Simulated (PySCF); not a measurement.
SMILES CO[SiH2][SiH2]C(=O)O at its GFN2-xTB optimised geometry (Å):

```
15

C      2.5792    -2.1146     0.1570
O      1.3754    -1.4141     0.1085
Si     1.1513     0.1951     0.0000
Si    -1.1458     0.1951     0.0000
C     -1.6522     2.0393     0.0000
O     -0.9120     2.9615    -0.2525
O     -2.9394     2.2317     0.2996
H      3.1691    -1.8104     1.0243
H      3.1690    -1.9338    -0.7443
H      2.3524    -3.1785     0.2312
H      1.8298     0.7152    -1.1996
H      1.8249     0.8710     1.1240
H     -1.8211    -0.3467    -1.1918
H     -1.8792    -0.3835     1.1361
H     -3.1691     3.1785     0.2760
```

Calculation: B3LYP/def2-TZVP run with PySCF. Cells within 0.4 Å of a nucleus heavier than hydrogen are left out (blank, or x).

Map of the HOMO−1 amplitude (bohr^(-3/2)) on the plane z = 0.0 Å; orbital energy -8.04 eV, overall sign arbitrary:

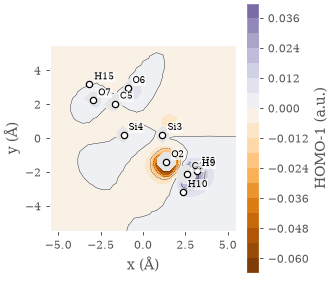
Fig. 1. HOMO−1 amplitude (bohr^(-3/2)) on the plane z = 0.0 Å.
